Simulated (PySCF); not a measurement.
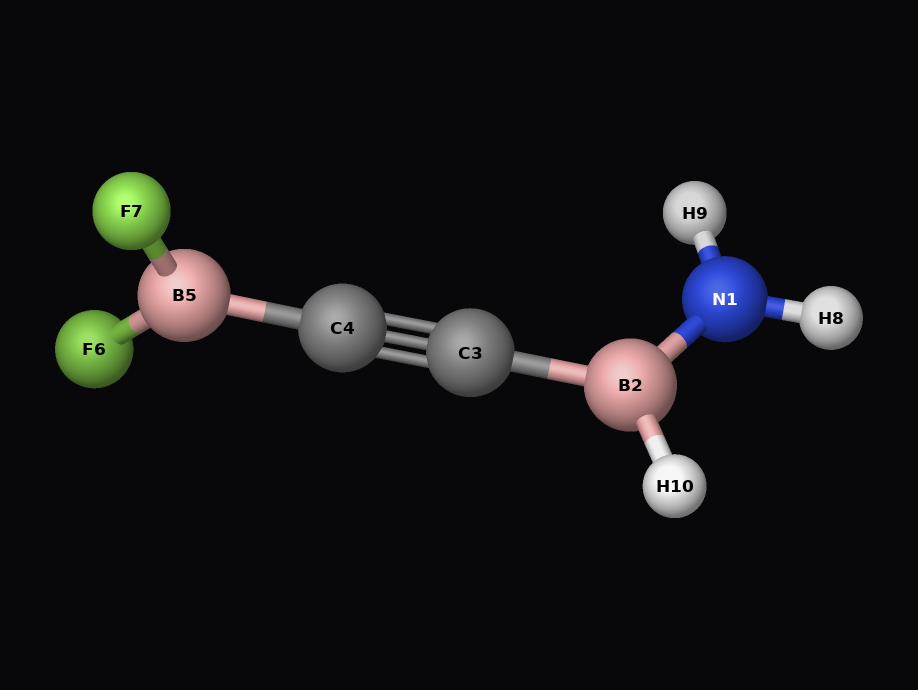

The computed structure is the end point of a PBE0-D3(BJ)/def2-SVP optimisation. No frequency run is at hand to confirm it as a minimum. Properties computed with B3LYP/pcJ-1 indirect spin-spin coupling, non-relativistic, gas phase (PySCF 2.14.0). Isotopes: 11B, 13C, 19F, 1H, 15N.

Give the spin–spin coupling constants of these pairs, with the number of bonds between them: B2/C3, C4/B5, B5/F6, B2/C4, C4/F6, B2/B5, C3/F6.

| pair | bonds apart | J (Hz) |
| --- | --- | --- |
| B2, C3 | 1 | 98.2 |
| C4, B5 | 1 | 149.7 |
| B5, F6 | 1 | −102.1 |
| B2, C4 | 2 | 17.8 |
| C4, F6 | 2 | 57.2 |
| B2, B5 | 3 | 2.1 |
| C3, F6 | 3 | 15.2 |

Density functionals are unreliable for couplings to fluorine, so those rows may be far off.
